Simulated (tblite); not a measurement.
C$_{4}$H$_{4}$F$_{3}$O$_{2}$S: geometry relaxation (part 1 of 2)

The run: geometry relaxation of C$_{4}$H$_{4}$F$_{3}$O$_{2}$S, multiplicity 2. Method and program: GFN2-xTB geometry optimisation, gas phase (tblite 0.8.0).

It belongs to a series of runs on one base structure; here: X = H replaced by SO2CF3.

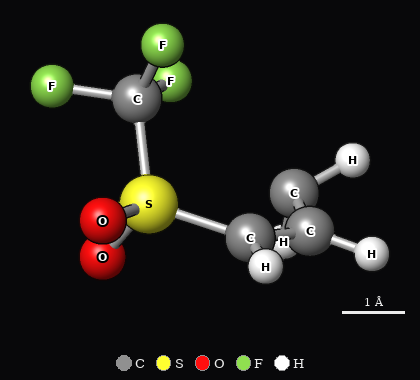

Fig. 1: The starting structure (ball-and-stick view, seen at a tilt). Bond lengths as drawn: C–C 1.32 to 1.48 Å, C–F 1.37 to 1.39 Å, C–H 1.09 to 1.12 Å, C–S 1.74 to 1.75 Å and O–S 1.52 Å.

**Input**
```
{"job": {"kind": "relax", "xc": "GFN2-xTB", "basis": "xTB"}, "charge": 0, "multiplicity": 2}
C      1.461500     1.181300    -0.259900
C      1.697900    -0.210300     0.180200
C      0.724500    -1.107900     0.148300
S     -0.890900    -0.773300    -0.413700
O     -1.679900    -2.057000    -0.224100
O     -0.958600    -0.539700    -1.910800
C     -1.757900     0.479700     0.452000
F     -3.010700     0.565300    -0.152700
F     -1.167000     1.716800     0.212700
F     -1.983400     0.242200     1.787100
H      2.098900     1.822900     0.400300
H      1.819500     1.320300    -1.294300
H      2.680300    -0.527600     0.568000
H      0.965100    -2.113200     0.484700
```

The first line tells a small driver script what to run in tblite; the rest is the geometry in Å.

Run on 1 CPU thread, shared host.

Command:
```bash
OMP_NUM_THREADS=1 python <driver script> task.json out
```

**Log**
```
step      E/eV     max force
  0    -978.58845    9.073
  1    -979.75598    3.186
  2    -979.98221    1.478
  3    -980.16752    1.168
  4    -980.26870    1.171
  5    -980.31425    0.658
  6    -980.36022    0.668
  7    -980.40609    0.863
  8    -980.46413    0.742
  9    -980.51987    0.725
 10    -980.58287    0.739
 11    -980.64967    0.799
 12    -980.71719    0.867
 13    -980.76794    1.765
 14    -980.82661    0.754
 15    -980.88360    0.585
 16    -980.93621    0.659
 17    -980.95967    0.509
 18    -980.97887    0.353
 19    -980.99377    0.326
 20    -981.00365    0.313
 21    -981.01320    0.305
 22    -981.02139    0.255
 23    -981.02832    0.239
 24    -981.03375    0.235
 25    -981.03875    0.192
 26    -981.04438    0.189
 27    -981.05161    0.233
 28    -981.05926    0.241
 29    -981.06738    0.226
 30    -981.07540    0.225
 31    -981.08197    0.191
 32    -981.08625    0.150
 33    -981.08949    0.134
 34    -981.09261    0.141
 35    -981.09576    0.157
 36    -981.09845    0.133
 37    -981.10060    0.113
 38    -981.10279    0.121
 39    -981.10528    0.153
 40    -981.10756    0.124
 41    -981.10926    0.099
 42    -981.11056    0.089
 43    -981.11196    0.098
 44    -981.11347    0.123
 45    -981.11470    0.093
 46    -981.11557    0.071
 47    -981.11634    0.076
 48    -981.11719    0.073
 49    -981.11806    0.089
 50    -981.11886    0.088
 51    -981.11971    0.089
 52    -981.12084    0.096
 53    -981.12243    0.111
 54    -981.12413    0.134
 55    -981.12535    0.092
 56    -981.12599    0.058
 57    -981.12633    0.047
 58    -981.12656    0.043
 59    -981.12674    0.034
 60    -981.12690    0.032
 61    -981.12705    0.029
 62    -981.12718    0.029
 63    -981.12728    0.031
 64    -981.12737    0.036
 65    -981.12747    0.035
 66    -981.12759    0.032
 67    -981.12774    0.033
 68    -981.12789    0.031
 69    -981.12801    0.029
 70    -981.12810    0.026
 71    -981.12818    0.020
 72    -981.12823    0.021
 73    -981.12826    0.014
 74    -981.12828    0.014
 75    -981.12829    0.014
 76    -981.12832    0.017
 77    -981.12837    0.032
 78    -981.12848    0.047
 79    -981.12864    0.050
 80    -981.12884    0.045
 81    -981.12906    0.053
 82    -981.12933    0.054
 83    -981.12966    0.068
 84    -981.12999    0.063
 85    -981.13023    0.035
 86    -981.13038    0.032
 87    -981.13051    0.038
 88    -981.13059    0.067
 89    -981.13076    0.043
 90    -981.13087    0.019
 91    -981.13092    0.015
 92    -981.13094    0.016
 93    -981.13101    0.022
 94    -981.13106    0.021
 95    -981.13110    0.011
 96    -981.13111    0.010
 97    -981.13113    0.008
```

**Trajectory as extended XYZ (Å, eV, eV/Å), 34 of the 98 frames kept, from step=0 to step=97**
```
14
Properties=species:S:1:pos:R:3:forces:R:3 step=0 energy=-978.58845
C     1.4615    1.1813   -0.2599    3.4330  -0.8880   0.5150
C     1.6979   -0.2103    0.1802   -0.7580   1.3390  -0.5640
C     0.7245   -1.1079    0.1483    1.0750  -0.6890   0.7480
S    -0.8909   -0.7733   -0.4137   -2.4090  -6.4850  -5.8700
O    -1.6799   -2.0570   -0.2241    1.9310   3.2100   0.9450
O    -0.9586   -0.5397   -1.9108    0.9580   0.9730   3.7380
C    -1.7579    0.4797    0.4520   -2.6940   2.9550   0.7450
F    -3.0107    0.5653   -0.1527    1.9290  -0.1470   1.0820
F    -1.1670    1.7168    0.2127   -0.8510  -1.6300   0.9980
F    -1.9834    0.2422    1.7871    0.6980   0.6870  -1.9440
H     2.0989    1.8229    0.4003   -1.0610   0.0540  -0.4520
H     1.8195    1.3203   -1.2943   -1.1020   0.1120   0.3590
H     2.6803   -0.5276    0.5680   -0.4180   0.4410  -0.0620
H     0.9651   -2.1132    0.4847   -0.7300   0.0700  -0.2380
14
Properties=species:S:1:pos:R:3:forces:R:3 step=3 energy=-980.16752
C     1.6069    1.1481   -0.2562    0.6850  -0.0760  -0.1280
C     1.6793   -0.1912    0.1699    0.0560  -0.2780   0.0410
C     0.7390   -1.1262    0.1508   -0.1650  -0.3280  -0.2310
S    -0.9091   -0.9031   -0.5009   -0.3560   0.1870  -0.9060
O    -1.6794   -2.0576   -0.1650    0.1010  -0.0500   0.0860
O    -0.9172   -0.4743   -1.8857    0.3000  -0.1450   1.1190
C    -1.8010    0.5210    0.4370    0.3720  -0.6380  -0.3030
F    -2.9855    0.5700   -0.1258   -0.5060   0.1200  -0.1520
F    -1.1921    1.6824    0.2611    0.1450   0.3250   0.2110
F    -1.9557    0.2762    1.7345    0.2080   0.1150   0.0580
H     2.0681    1.8484    0.3986    0.1710   0.5560   0.2820
H     1.7604    1.3318   -1.2928   -0.6650   0.2730  -0.5070
H     2.6498   -0.4991    0.5710   -0.1030   0.0990   0.4140
H     0.9358   -2.1267    0.4813   -0.2430  -0.1600   0.0160
14
Properties=species:S:1:pos:R:3:forces:R:3 step=6 energy=-980.36022
C     1.7292    1.1342   -0.2752   -0.0320  -0.0800  -0.1150
C     1.6764   -0.2042    0.1676    0.1620   0.1120  -0.0210
C     0.7249   -1.1516    0.1212    0.2340   0.1790  -0.0760
S    -0.9222   -0.9337   -0.5150    0.3830   0.5460   0.0360
O    -1.6814   -2.0777   -0.1443   -0.1830  -0.2250  -0.2150
O    -0.8794   -0.4468   -1.8602   -0.0840  -0.2360   0.0300
C    -1.7912    0.4952    0.4074   -0.1280   0.3280   0.2090
F    -3.0070    0.5814   -0.1253    0.2270  -0.0220   0.0230
F    -1.1910    1.6868    0.2912    0.0640  -0.1700  -0.2490
F    -1.9254    0.2906    1.7171    0.0550  -0.2840   0.0450
H     2.0712    1.8975    0.4123    0.1990  -0.1830  -0.2920
H     1.6650    1.3625   -1.3245   -0.5530   0.1620   0.1330
H     2.6296   -0.4850    0.6226   -0.1850  -0.1720   0.5010
H     0.9006   -2.1497    0.4830   -0.1580   0.0450  -0.0100
14
Properties=species:S:1:pos:R:3:forces:R:3 step=9 energy=-980.51987
C     1.7869    1.1220   -0.3146   -0.3230  -0.2420   0.1070
C     1.7099   -0.1975    0.1664    0.2180   0.1460   0.1370
C     0.7440   -1.1507    0.0859    0.1920   0.1540   0.2400
S    -0.9113   -0.9068   -0.4906    0.3010  -0.1750  -0.4120
O    -1.6717   -2.0713   -0.1924   -0.1630  -0.2410   0.3060
O    -0.8684   -0.4710   -1.8433   -0.0210   0.4230  -0.5880
C    -1.7930    0.5088    0.4209    0.1820  -0.1650  -0.1120
F    -2.9954    0.5877   -0.1266    0.0410   0.0520   0.1910
F    -1.1698    1.6774    0.2653   -0.0090  -0.0220   0.1040
F    -1.8959    0.2493    1.7217   -0.0470   0.1260  -0.0150
H     2.1215    1.9012    0.3713    0.2900  -0.3710  -0.5180
H     1.4992    1.4114   -1.3248   -0.2960  -0.1690   0.5900
H     2.5930   -0.5089    0.7564   -0.4110   0.2020   0.0010
H     0.8503   -2.1520    0.4823    0.0470   0.2810  -0.0310
14
Properties=species:S:1:pos:R:3:forces:R:3 step=12 energy=-980.71719
C     1.7922    1.0825   -0.3421   -0.4530   0.3740  -0.0660
C     1.7582   -0.1800    0.1864   -0.5100  -0.3360   0.2440
C     0.7786   -1.1273    0.0750   -0.6310  -0.2300  -0.2190
S    -0.8732   -0.9136   -0.5419   -0.5300  -0.2440  -0.2740
O    -1.6617   -2.0741   -0.2080    0.6410   0.5530  -0.1880
O    -0.8610   -0.4413   -1.8951   -0.0020   0.0210   0.1260
C    -1.7658    0.4962    0.4193    0.1930  -0.2780  -0.1850
F    -2.9760    0.6002   -0.0987   -0.0800  -0.0480   0.0310
F    -1.1450    1.6640    0.2546    0.1100   0.0520   0.2170
F    -1.8688    0.2244    1.7209    0.1330   0.1520  -0.1360
H     2.2347    1.8551    0.2491    0.6120   0.2040  -0.1130
H     1.2703    1.4297   -1.2329   -0.0340  -0.4920   0.3940
H     2.5064   -0.5002    0.9076    0.2870   0.3490  -0.0630
H     0.8105   -2.1161    0.4834    0.2640  -0.0770   0.2310
14
Properties=species:S:1:pos:R:3:forces:R:3 step=15 energy=-980.88360
C     1.7593    1.0766   -0.3216   -0.4350  -0.1340  -0.0540
C     1.7354   -0.1825    0.2189   -0.2980   0.2550   0.3210
C     0.7519   -1.1247    0.0611   -0.1470  -0.2610  -0.0160
S    -0.8683   -0.9150   -0.6016    0.0120   0.4190   0.2680
O    -1.6242   -2.0613   -0.2213   -0.0580  -0.2380  -0.3380
O    -0.8633   -0.4122   -1.9388   -0.0730  -0.0960  -0.0210
C    -1.7355    0.4733    0.4023   -0.1020   0.2530   0.0420
F    -2.9649    0.6008   -0.0763    0.0320  -0.1000  -0.1560
F    -1.1235    1.6550    0.2690    0.1230  -0.0270   0.0050
F    -1.8436    0.2252    1.7076    0.2680  -0.1570  -0.0600
H     2.3510    1.8253    0.1472    0.4950   0.3090  -0.0460
H     1.1321    1.3946   -1.1464    0.0560  -0.2780   0.2240
H     2.4761   -0.4582    0.9721    0.1120   0.1620  -0.3020
H     0.8167   -2.0973    0.5056    0.0160  -0.1070   0.1340
14
Properties=species:S:1:pos:R:3:forces:R:3 step=18 energy=-980.97887
C     1.7143    1.0855   -0.2792    0.1400   0.0710  -0.0500
C     1.6869   -0.1652    0.2734   -0.0080   0.2330   0.0810
C     0.7345   -1.1351    0.0627    0.1110   0.1470   0.2580
S    -0.8711   -0.8883   -0.6157    0.0220  -0.3140   0.0030
O    -1.6041   -2.0635   -0.2732   -0.1960  -0.0560  -0.1770
O    -0.8763   -0.4074   -1.9621    0.0670   0.0950   0.1250
C    -1.7258    0.4834    0.3996    0.0360  -0.0260  -0.0400
F    -2.9539    0.5921   -0.0797    0.0070   0.0830  -0.0300
F    -1.0976    1.6521    0.2729   -0.0490   0.1020  -0.0030
F    -1.8038    0.2057    1.6983    0.1320  -0.0920  -0.0110
H     2.4514    1.8058    0.0583   -0.2270  -0.1510  -0.2240
H     1.0489    1.3509   -1.0853    0.0280   0.0600   0.1360
H     2.4728   -0.4204    0.9760    0.0730  -0.0560  -0.0460
H     0.8234   -2.0961    0.5317   -0.1360  -0.0960  -0.0220
14
Properties=species:S:1:pos:R:3:forces:R:3 step=21 energy=-981.01320
C     1.7115    1.0905   -0.2810   -0.1350  -0.1380  -0.0330
C     1.6740   -0.1386    0.3106    0.0450  -0.1910  -0.0500
C     0.7376   -1.1250    0.0944   -0.2730   0.0120   0.1360
S    -0.8652   -0.9066   -0.6238   -0.0820   0.0620   0.0210
O    -1.6223   -2.0786   -0.3181    0.0340   0.0630  -0.0980
O    -0.8670   -0.3914   -1.9579    0.1760   0.0070   0.0670
C    -1.7140    0.4826    0.3921    0.0700  -0.0980  -0.0420
F    -2.9454    0.6007   -0.0808    0.0560   0.0300   0.0880
F    -1.0925    1.6592    0.2740   -0.0710  -0.0560   0.0060
F    -1.7659    0.1833    1.6900    0.0190  -0.0160  -0.0630
H     2.4810    1.7877   -0.0137    0.0000   0.1340  -0.0770
H     0.9926    1.3472   -1.0372    0.0260   0.1260  -0.0290
H     2.4719   -0.4099    0.9900    0.1180   0.0170   0.0350
H     0.8030   -2.1017    0.5393    0.0160   0.0460   0.0400
14
Properties=species:S:1:pos:R:3:forces:R:3 step=24 energy=-981.03375
C     1.7010    1.0804   -0.2840    0.0660   0.0530   0.0510
C     1.6709   -0.1432    0.3252    0.0050  -0.0600  -0.0820
C     0.7079   -1.1149    0.1391    0.0430  -0.0100   0.0890
S    -0.8696   -0.9110   -0.6228    0.0710   0.1680  -0.0210
O    -1.6362   -2.0839   -0.3604   -0.0170  -0.0050   0.0050
O    -0.8333   -0.3781   -1.9466    0.1880   0.0530  -0.1300
C    -1.7010    0.4722    0.3830   -0.1130   0.0900   0.0700
F    -2.9359    0.6097   -0.0712   -0.1060  -0.0700   0.0450
F    -1.0980    1.6579    0.2748    0.0960  -0.0540  -0.0250
F    -1.7384    0.1647    1.6782   -0.0060  -0.0580   0.0530
H     2.4860    1.7890   -0.0687   -0.0920  -0.1030  -0.0150
H     0.9672    1.3629   -1.0147   -0.0570  -0.0120  -0.0640
H     2.4885   -0.4033    0.9952   -0.0830  -0.0020  -0.1090
H     0.7903   -2.1028    0.5508    0.0030   0.0080   0.1320
14
Properties=species:S:1:pos:R:3:forces:R:3 step=26 energy=-981.04438
C     1.6933    1.0749   -0.2826    0.0110   0.1220  -0.1310
C     1.6721   -0.1537    0.3201   -0.0580   0.1750  -0.0410
C     0.6929   -1.1116    0.1657    0.1170  -0.0150  -0.0250
S    -0.8703   -0.8999   -0.6235    0.0920  -0.0900  -0.0820
O    -1.6386   -2.0789   -0.3781    0.0220   0.1400  -0.0360
O    -0.8014   -0.3704   -1.9497    0.1420   0.0440   0.0220
C    -1.7042    0.4726    0.3853   -0.0770  -0.0020   0.0170
F    -2.9404    0.6077   -0.0617   -0.1510  -0.0120   0.0520
F    -1.0942    1.6520    0.2725    0.0520   0.0150   0.0170
F    -1.7308    0.1534    1.6776   -0.0100  -0.0120   0.0460
H     2.4810    1.7865   -0.0875   -0.0560  -0.1460   0.0430
H     0.9593    1.3702   -1.0145   -0.0050  -0.1180   0.0500
H     2.4927   -0.4022    0.9871   -0.0260  -0.0670  -0.0840
H     0.7879   -2.1011    0.5672   -0.0530  -0.0340   0.1530
14
Properties=species:S:1:pos:R:3:forces:R:3 step=29 energy=-981.06738
C     1.6737    1.0727   -0.2966   -0.0870  -0.0770  -0.1510
C     1.6622   -0.1494    0.3180   -0.0250   0.0190   0.0990
C     0.6755   -1.1057    0.2215    0.0340  -0.0490  -0.2100
S    -0.8514   -0.8852   -0.6398    0.0190  -0.0690   0.0510
O    -1.6446   -2.0554   -0.4353    0.0390   0.0820  -0.1370
O    -0.7060   -0.3402   -1.9567    0.0430  -0.0230   0.2020
C    -1.7153    0.4693    0.3872    0.0770  -0.1250  -0.0740
F    -2.9653    0.6053   -0.0268    0.0690   0.0790   0.1090
F    -1.0813    1.6387    0.2736   -0.2130   0.0140   0.0730
F    -1.7053    0.1232    1.6762   -0.0430   0.0610  -0.0820
H     2.4857    1.7578   -0.1475    0.0690   0.0340   0.0600
H     0.9082    1.3668   -0.9931    0.0180  -0.0680  -0.0080
H     2.4942   -0.4021    0.9654    0.0740  -0.0180  -0.0350
H     0.7689   -2.0963    0.6317   -0.0740   0.1400   0.1030
14
Properties=species:S:1:pos:R:3:forces:R:3 step=32 energy=-981.08625
C     1.6621    1.0618   -0.3239    0.0290  -0.0740   0.1100
C     1.6522   -0.1450    0.3231    0.0710  -0.1210  -0.0520
C     0.6681   -1.1066    0.2455    0.0300  -0.0020  -0.0340
S    -0.8323   -0.8798   -0.6414   -0.0460   0.0420  -0.0250
O    -1.6531   -2.0358   -0.4992    0.0000  -0.1190  -0.0600
O    -0.6168   -0.3151   -1.9366   -0.0300   0.0670  -0.0200
C    -1.7194    0.4563    0.3817   -0.0010   0.0750   0.0700
F    -2.9800    0.6121    0.0123    0.0370  -0.0360  -0.0300
F    -1.0983    1.6326    0.2831   -0.0850   0.0960  -0.0010
F    -1.6878    0.1025    1.6673   -0.0080  -0.0600   0.0490
H     2.4839    1.7408   -0.1840    0.0040   0.0130  -0.0170
H     0.8737    1.3602   -0.9877    0.0050  -0.0420  -0.0850
H     2.5068   -0.4059    0.9384    0.0170   0.0520   0.0100
H     0.7403   -2.0785    0.6991   -0.0230   0.1070   0.0840
14
Properties=species:S:1:pos:R:3:forces:R:3 step=35 energy=-981.09576
C     1.6602    1.0511   -0.3266    0.0440   0.0900  -0.0710
C     1.6596   -0.1596    0.3112    0.0480   0.0640  -0.0670
C     0.6696   -1.1116    0.2402   -0.0220   0.0070   0.0810
S    -0.8316   -0.8740   -0.6418    0.0280  -0.0480  -0.0500
O    -1.6510   -2.0363   -0.5278    0.0340   0.0250  -0.0260
O    -0.5892   -0.2987   -1.9271   -0.1100   0.0940  -0.0600
C    -1.7241    0.4599    0.3900   -0.0200   0.0050   0.0140
F    -2.9851    0.6081    0.0237   -0.0570  -0.0710  -0.0550
F    -1.1219    1.6448    0.2895    0.0080   0.0450   0.0530
F    -1.6907    0.0924    1.6721    0.0350   0.0030   0.0310
H     2.4756    1.7394   -0.1800   -0.0300  -0.0330  -0.0200
H     0.8808    1.3465   -1.0078    0.0490  -0.0820   0.0280
H     2.5193   -0.4055    0.9215    0.0320  -0.0360   0.0720
H     0.7279   -2.0567    0.7407   -0.0380  -0.0630   0.0700
14
Properties=species:S:1:pos:R:3:forces:R:3 step=38 energy=-981.10279
C     1.6634    1.0483   -0.3331    0.0310  -0.0990  -0.0620
C     1.6702   -0.1629    0.3035   -0.0250  -0.0270   0.0860
C     0.6715   -1.1114    0.2458    0.0030   0.0320   0.0280
S    -0.8259   -0.8726   -0.6538    0.0220   0.1050   0.0510
O    -1.6439   -2.0380   -0.5544    0.0640   0.0830  -0.0220
O    -0.5917   -0.2727   -1.9309   -0.0710   0.0080   0.0250
C    -1.7257    0.4624    0.3959    0.0040  -0.0600  -0.0460
F    -2.9894    0.5955    0.0250    0.0290  -0.0690   0.0160
F    -1.1380    1.6581    0.3022   -0.0240  -0.0890   0.0500
F    -1.6843    0.0849    1.6770   -0.0010   0.0460  -0.0500
H     2.4803    1.7321   -0.1946    0.0060   0.0510  -0.0300
H     0.8751    1.3243   -1.0093    0.0340   0.0080  -0.0170
H     2.5255   -0.4044    0.9272   -0.0350  -0.0180  -0.0110
H     0.7123   -2.0441    0.7773   -0.0370   0.0290  -0.0170
14
Properties=species:S:1:pos:R:3:forces:R:3 step=41 energy=-981.10926
C     1.6742    1.0332   -0.3513    0.0300  -0.0380   0.0370
C     1.6781   -0.1680    0.3052   -0.0310   0.0060   0.0670
C     0.6699   -1.1059    0.2596   -0.0220   0.0220  -0.0380
S    -0.8168   -0.8572   -0.6583   -0.0080   0.0400   0.0060
O    -1.6290   -2.0264   -0.5845   -0.0090  -0.0290   0.0580
O    -0.5981   -0.2430   -1.9301    0.0570   0.0630   0.0070
C    -1.7276    0.4556    0.3964    0.0000   0.0010   0.0460
F    -2.9926    0.5721    0.0287    0.0010  -0.0490  -0.0020
F    -1.1556    1.6586    0.3203    0.0160  -0.0100  -0.0630
F    -1.6772    0.0809    1.6764   -0.0350  -0.0650   0.0440
H     2.4807    1.7312   -0.2149    0.0150  -0.0110  -0.0450
H     0.8753    1.3062   -1.0151    0.0260   0.0010  -0.0550
H     2.5290   -0.4088    0.9336   -0.0050   0.0000  -0.0040
H     0.6889   -2.0289    0.8117   -0.0350   0.0710  -0.0590
14
Properties=species:S:1:pos:R:3:forces:R:3 step=44 energy=-981.11347
C     1.6825    1.0198   -0.3613    0.0010   0.1230  -0.0070
C     1.6800   -0.1707    0.3130    0.0130   0.0770  -0.0540
C     0.6654   -1.0981    0.2619   -0.0200   0.0270  -0.0060
S    -0.8124   -0.8417   -0.6607   -0.0160  -0.0630  -0.0370
O    -1.6173   -2.0172   -0.5974   -0.0160  -0.0010   0.0180
O    -0.5909   -0.2140   -1.9262    0.0210   0.0330   0.0480
C    -1.7303    0.4499    0.4045   -0.0140  -0.0250   0.0100
F    -2.9956    0.5484    0.0335   -0.0150   0.0010   0.0080
F    -1.1667    1.6561    0.3234   -0.0140  -0.0100  -0.0030
F    -1.6801    0.0689    1.6829   -0.0100  -0.0090   0.0150
H     2.4826    1.7274   -0.2327    0.0390  -0.0530  -0.0270
H     0.8835    1.2919   -1.0287    0.0580  -0.0450  -0.0060
H     2.5316   -0.4136    0.9364    0.0120  -0.0040   0.0550
H     0.6671   -2.0076    0.8295   -0.0390  -0.0510  -0.0150
14
Properties=species:S:1:pos:R:3:forces:R:3 step=47 energy=-981.11634
C     1.6899    1.0219   -0.3650    0.0110  -0.0160   0.0230
C     1.6817   -0.1628    0.3193    0.0120  -0.0360  -0.0230
C     0.6629   -1.0882    0.2619    0.0210  -0.0020   0.0270
S    -0.8114   -0.8378   -0.6646   -0.0060   0.0130   0.0420
O    -1.6122   -2.0160   -0.6011    0.0000   0.0010  -0.0460
O    -0.5937   -0.1914   -1.9212   -0.0050  -0.0270   0.0160
C    -1.7312    0.4426    0.4095   -0.0260  -0.0190  -0.0140
F    -2.9962    0.5324    0.0345   -0.0300   0.0160   0.0250
F    -1.1739    1.6520    0.3246   -0.0220  -0.0330   0.0310
F    -1.6818    0.0606    1.6881   -0.0040   0.0220  -0.0110
H     2.4973    1.7201   -0.2537    0.0740   0.0170  -0.0070
H     0.8903    1.2785   -1.0348    0.0200   0.0210  -0.0460
H     2.5291   -0.4137    0.9501   -0.0530   0.0490   0.0000
H     0.6485   -1.9988    0.8302    0.0100  -0.0050  -0.0170
```
